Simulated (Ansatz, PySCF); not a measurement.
Breaking the P1–P2 bond in H4P2 (SMILES PP) (multiplicity 1 held, fragments rigid). Energies count from the point at 2.250 Å.
Geometry at that point (charge 0, multiplicity 1):
```xyz
6

P     -0.9893    -0.5359     0.0073
P      0.9893     0.5359    -0.0073
H     -1.5276     0.2516    -1.0454
H     -1.5450     0.3115     1.0028
H      1.5450    -0.3115    -1.0028
H      1.5276    -0.2516     1.0454
```

R- and RO- levels are restricted; in cc, def2 and unpolarised 6-31G sets they are followed outwards from rest. U- levels take the lowest unrestricted solution at each point, which mixes spins at long bonds. Left out are points that failed, MP2 points that dive below the minimum, coupled-cluster points behind a jump of the amplitudes or a sharp parting from full CI or MRCI, small-basis points behind a change of solution, and semi-empirical points at long bonds. Curves can end on different states.

Rows in 6-31G* carry no dispersion term and start afresh at each structure (6-31G* with six Cartesian d functions).

Run with Ansatz (Gaussian orbitals); PySCF for 6-31G* rows. 

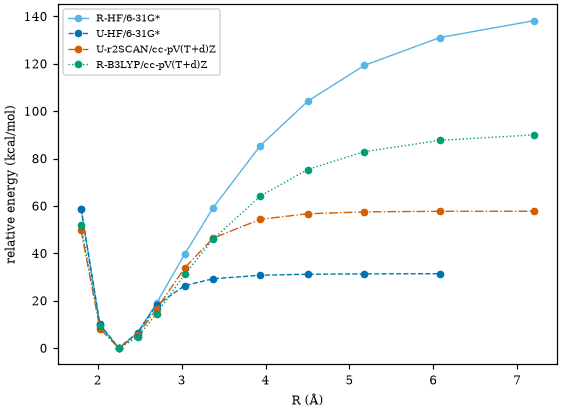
*Relative energy along the coordinate*

Q: Read off the U-r2SCAN/cc-pV(T+d)Z curve at R = 5.176.

A: about 57 kcal/mol

Doubts at one or more of the structures used: a restricted determinant that unrestricted orbitals would lower (R-HF/6-31G*, R-B3LYP/cc-pV(T+d)Z); a spin-contaminated determinant (U-HF/6-31G*, U-r2SCAN/cc-pV(T+d)Z).

Ansatz is a program for electronic structure.
